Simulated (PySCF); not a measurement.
**Run report: Rb⁷⁺, atomic calculation**

Rb⁷⁺, configuration 1s2 2s2 2p6 3s2 3p6 3d10 4s2, multiplicity 1. Computed at this level: unrestricted PBE0, def2-TZVP with ECP28, scalar-relativistic core potential (PySCF).

## Input
```python
from pyscf import gto, scf, dft, mp, cc
import basis_set_exchange as bse
txt = bse.get_basis("def2-TZVP", elements=["Rb"], fmt="nwchem", header=False)
cut = txt.index("\nECP")
mol = gto.M(atom="Rb 0 0 0", charge=7, spin=0, symmetry="D2h",
            basis=gto.basis.parse(txt[:cut]),
            ecp={"Rb": gto.basis.parse_ecp(txt[cut:])})
mf = dft.UKS(mol, xc="PBE0")
mf.irrep_nelec = {'Ag': (1, 1)}
mf.kernel()
```

The script is an equivalent of what the driver set up; the driver started from orbitals of its own, so the log can be shorter than this script's would be, and it computed the properties (radii, ⟨L²⟩, response) afterwards. It held the occupations shell by shell, which the script's counts by irreducible representation don't always enforce.

Launched within a batch (the task file carries these settings):
```bash
OMP_NUM_THREADS=1 python <driver script> TASK.json OUT
```

## The program's output (extracts)
```
damping factor = 0
level_shift factor = 0
DIIS = <class 'pyscf.scf.diis.CDIIS'>
diis_start_cycle = 1
diis_space = 10
diis_damp = 0
SCF conv_tol = 1e-09
SCF conv_tol_grad = None
number electrons alpha = 1  beta = 1
XC functionals = PBE0
    C. Adamo and V. Barone.,  J. Chem. Phys. 110, 6158 (1999)
    M. Ernzerhof and G. E. Scuseria.,  J. Chem. Phys. 110, 5029 (1999)
cycle= 1 E= -10.3528363334709  delta_E= -0.000432  |g|= 0.00154  |ddm|= 0.116
cycle= 2 E= -10.3528367047419  delta_E= -3.71e-07  |g|= 4.3e-05  |ddm|= 0.00353
cycle= 3 E= -10.3528367051076  delta_E= -3.66e-10  |g|= 1.61e-07  |ddm|= 0.000113
converged SCF energy = -10.3528367051076  <S^2> = -7.9936058e-15  2S+1 = 1
```

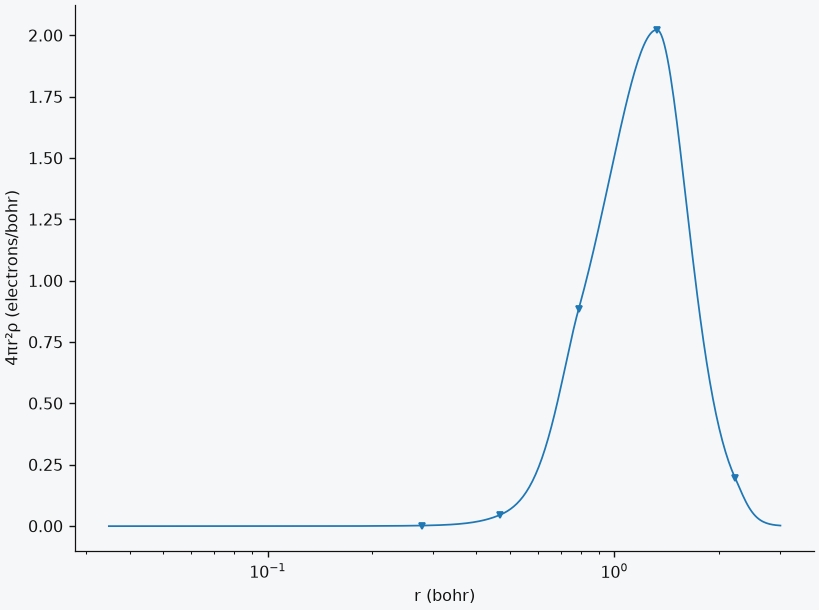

**Figure 1.** Spherically averaged radial density 4πr²ρ of the mean field (valence electrons alone, under a core potential); markers are the stored points, which are sparse, and the line is a monotone interpolation between them. The largest stored value is 2.02 electrons/bohr at r = 1.3 bohr. Root-mean-square radii of the shells: 4s 1.39 bohr.

## What the run reported

```
                                                quantity                                                                 value
                                                 outcome                                                             converged
total energy (valence electrons, under a core potential)                                                    −10.352837 hartree
                                          SCF iterations                                                                     3
                                                hardware  1 thread of Arm Neoverse N1, 40 GiB of memory available, shared host
```

## What is odd here

One thing in this input was made odd on purpose: basis of the neutral atom used for a highly charged ion. The program ran to the end. Its numbers are those of this setting; this run alone doesn't show how far the oddity moves them.
